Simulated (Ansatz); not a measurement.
Partial pair distribution functions of a relaxed model of amorphous In₉Ga₉Zn₉O₃₉W, broadened by 0.06 Å; density 5.97 g/cm³. Computed with PBE, scalar-relativistic without spin-orbit coupling (plane waves to 420 eV, PAW; Ansatz, a program for electronic structure).

Preparation: random packing, a CHGNet melt and quench, and a DFT relaxation. O atoms were pushed apart under 1.9 Å during the dynamics, to hinder bonds among them. The hot cell started wider than the set density and was brought back towards it in steps. It is the lowest in DFT energy of 2 quenches. It is a model cell: composition and starting density were chosen by hand, and all elements were melted together. No dispersion term was used. Its density started from a set value of 5.97 and ended at 5.97 g/cm³. The quench (nominally 320 K/ps over its main leg) was far faster than any real one, so the model tends to hold more defects than a real film. A cell of this size samples the disorder only roughly. The volume was held where the preparation left it and the shape relaxed, at a PBE pressure of 0.7 GPa. Stress components on the final sampling reach 0.8 GPa.

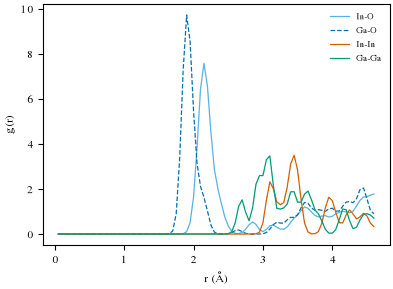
Partial pair distribution functions

Highest peaks under 4.5 Å: In-O near 2.15 Å, Ga-O near 1.90 Å, In-In near 3.45 Å, Ga-Ga near 3.10 Å; pairs of few atoms are noisy.

Within 2.60 Å each In has 5.33 O neighbours on average.
